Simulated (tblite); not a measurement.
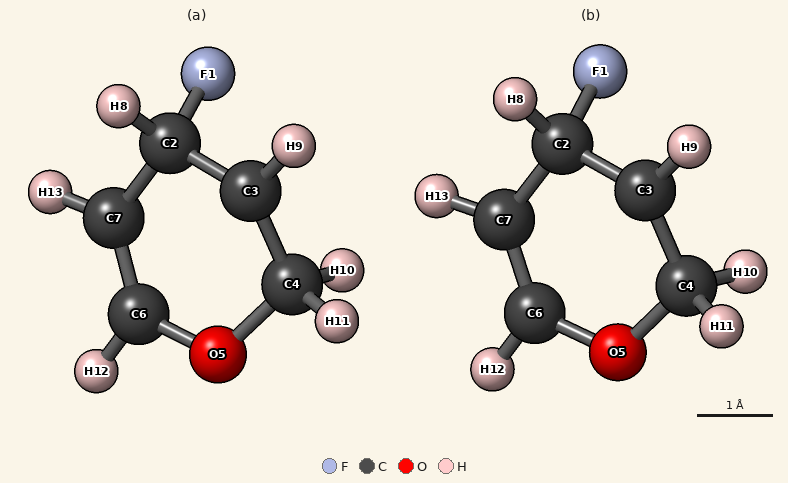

The structure of C$_{5}$H$_{6}$FO (multiplicity 2) before (left) and after (right) a relaxation, at one scale.

The picture is a ball-and-stick view, seen at a tilt.

Level of theory: tblite 0.8.0, GFN2-xTB geometry optimisation, gas phase. 

**Describe what moved and what it gained.**

The energy falls by 11.4 kJ/mol in 37 geometry steps. The atom that moves furthest after the best rigid fit is H13 (0.18 Å). Largest moves by element: H 0.18 Å, O 0.17 Å, F 0.10 Å, C 0.08 Å. Near-neighbour distances that change, for instance: F1–C2 1.353 → 1.434 Å, C4–O5 1.441 → 1.416 Å, O5–C6 1.363 → 1.345 Å, C2–H8 1.089 → 1.099 Å. Among the angles between lasting bonds that change: F1–C2–H8 107.6° → 102.6°, C7–C2–H8 108.6° → 112.0°, C3–C4–O5 113.6° → 115.9°.
